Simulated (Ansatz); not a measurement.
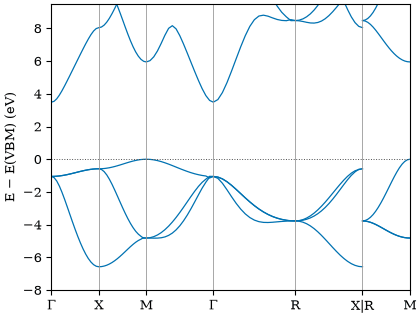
Fig. 1. Band structure from DFT-r²SCAN in the program Ansatz with PAW potentials

**Question.** Read off the gap and where the band edges lie.

**Answer.** About 3.5 eV (3.49 eV by a search for the band edges); maximum at M, minimum at Γ.

The material is MgO (CsCl type, Pm-3m).

This is a known high-pressure phase of the composition, computed here at zero pressure and temperature. The r²SCAN relaxation kept the symmetry of its start. At this level the phase is mechanically unstable.

Potentials: the earlier of the program's two PAW sets.
